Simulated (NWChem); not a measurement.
# Run report: C$_{3}$H$_{4}$O, energy and gradient calculation

The run: energy and gradient calculation of C$_{3}$H$_{4}$O, SMILES CC=C=O. Method and program: HF/3-21G, RHF (NWChem 7.3.0).

The geometry comes from this level: PBE0-D4/def2-TZVP.

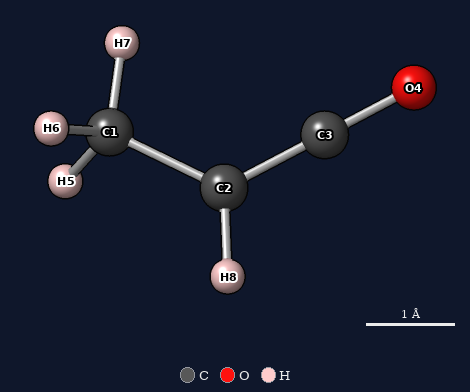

**Figure 1.** The input geometry (ball-and-stick view, seen at a tilt; atoms are numbered from 1 in the order of the input). Bond lengths as drawn: C–C 1.31 to 1.50 Å, C–H 1.08 to 1.09 Å and C–O 1.16 Å.

**Input file**
```python
from ase import Atoms
from ase.calculators.nwchem import NWChem

atoms = Atoms('CCCOHHHH', positions=[
    [-0.527260, 0.797080, -0.183660],
    [-0.086970, -0.563690, 0.274760],
    [1.122630, -1.027770, 0.097370],
    [2.196540, -1.437400, -0.061070],
    [-1.351730, 0.723880, -0.897750],
    [-0.866500, 1.405090, 0.659100],
    [0.287360, 1.332930, -0.671970],
    [-0.774070, -1.230150, 0.783200],
])

calc = NWChem(
    label='a',
    theory='scf',
    memory='2200 mb',
    basis='3-21G',
    basispar='spherical bse',
    scf={'nopen': '0', 'rhf': None, 'thresh': '1e-08', 'maxiter': '80'},
)
atoms.calc = calc

forces = atoms.get_forces()
print(f"energy = {atoms.get_potential_energy():.6f} eV")
print("forces (eV/A):")
for s, f in zip(atoms.symbols, forces):
    print(f"{s:2s} {f[0]:10.5f} {f[1]:10.5f} {f[2]:10.5f}")
print("dipole (e A):", atoms.get_dipole_moment().round(4))
```

**File a.nwi**
```
title "a"

permanent_dir a

scratch_dir a

start a

geometry units angstrom nocenter noautosym noautoz
  C  -5.2725999999999995e-01 7.9708000000000001e-01 -1.8365999999999999e-01
  C  -8.6970000000000006e-02 -5.6369000000000002e-01 2.7476000000000000e-01
  C  1.1226300000000000e+00 -1.0277700000000001e+00 9.7369999999999998e-02
  O  2.1965400000000002e+00 -1.4374000000000000e+00 -6.1069999999999999e-02
  H  -1.3517300000000001e+00 7.2387999999999997e-01 -8.9775000000000005e-01
  H  -8.6650000000000005e-01 1.4050900000000000e+00 6.5910000000000002e-01
  H  2.8736000000000000e-01 1.3329299999999999e+00 -6.7196999999999996e-01
  H  -7.7407000000000004e-01 -1.2301500000000001e+00 7.8320000000000001e-01
end

memory 2200 mb

basis spherical bse noprint
   * library 3-21G
end

scf
  nopen 0
  rhf
  thresh 1e-08
  maxiter 80
end

task scf gradient
```

Hardware: 1 thread of Intel Xeon (Granite Rapids), 12 GiB of memory available, shared host.

Launch command:
```bash
export ASE_NWCHEM_COMMAND="nwchem PREFIX.nwi > PREFIX.nwo"
python run.py
```

**What the program printed**
```
energy = -5161.841668 eV
forces (eV/A):
C    -0.27830    0.66406   -0.20327
C     0.67013   -1.01769    0.23433
C    -1.24359    0.52476    0.16193
O     0.53489   -0.21340   -0.07477
H     0.23495   -0.00622    0.19952
H     0.10470   -0.18934   -0.21968
H    -0.20337   -0.10670    0.10984
H     0.18054    0.34458   -0.20795
dipole (e A): [-0.3882  0.1837  0.0416]
```

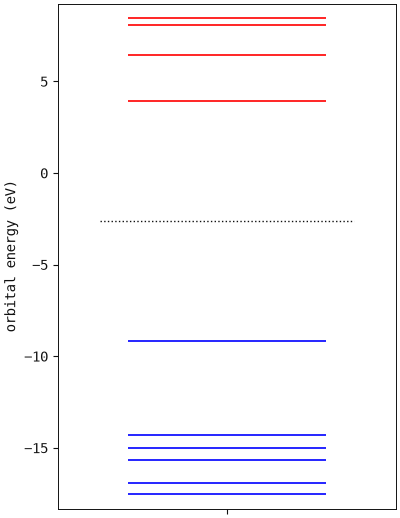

**Figure 2.** Orbital energies near the frontier; the dotted line parts filled from empty levels, and levels within 0.02 eV of each other stand side by side. Highest filled −9.16 eV, lowest empty 3.92 eV, 13.08 eV apart.

**Summary**

- outcome: converged
- total energy: −189.694184 hartree
- basis functions: 44
- largest force: 1.359 eV/Å
- HOMO: −9.16 eV
- LUMO: 3.92 eV
- dipole moment: 2.07 D
- wall time: 1.9 s
- peak memory: 0.1 GiB
